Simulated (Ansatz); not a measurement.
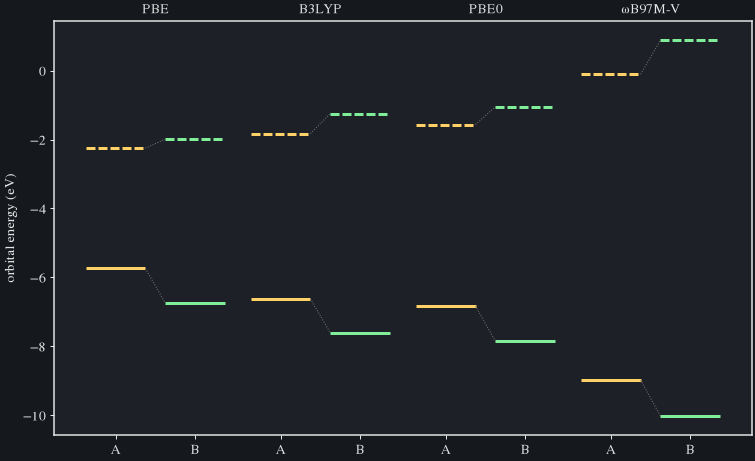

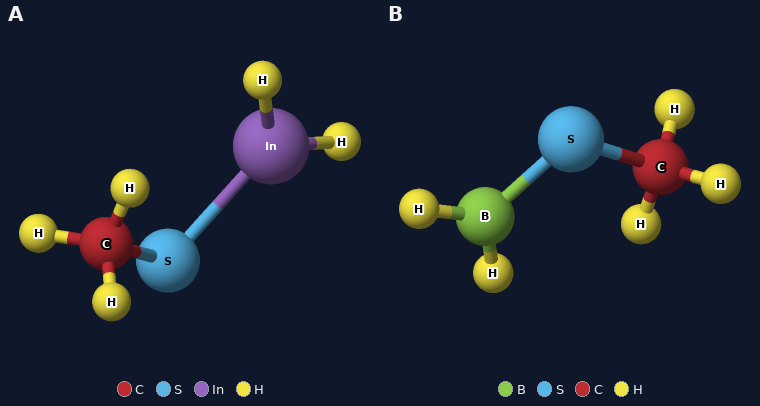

One change: A, CH₅InS (SMILES C[S][InH2]), becomes B, CH₅BS (SMILES BSC). InH₂ on S is replaced by BH₂. HOMO (solid) and LUMO (dashed) computed in def2-TZVPP at PBE0-D4/def2-TZVP geometries, both minima by their frequencies, gas phase, the Ansatz code 0.2.0. Empty levels above zero depend strongly on the basis.

> What does the change do to HOMO and LUMO?

PBE: the HOMO falls by 1.00 eV, the LUMO rises by 0.26 eV, and the separation goes from 3.49 to 4.75 eV. B3LYP: the HOMO falls by 0.98 eV, the LUMO rises by 0.58 eV, and the separation goes from 4.80 to 6.36 eV. PBE0: the HOMO falls by 1.01 eV, the LUMO rises by 0.52 eV, and the separation goes from 5.27 to 6.80 eV. ωB97M-V: the HOMO falls by 1.04 eV, the LUMO rises by 0.99 eV, and the separation goes from 8.87 to 10.90 eV.

> Do the functionals agree on the effect?

They agree on the direction for both levels; the HOMO shift lies between −1.04 and −0.98 eV and the LUMO shift between 0.26 and 0.99 eV, while the separations themselves differ by up to 6.1 eV between functionals.

Note: core potentials past krypton; spin-orbit coupling is left out, and with In it can shift these values.
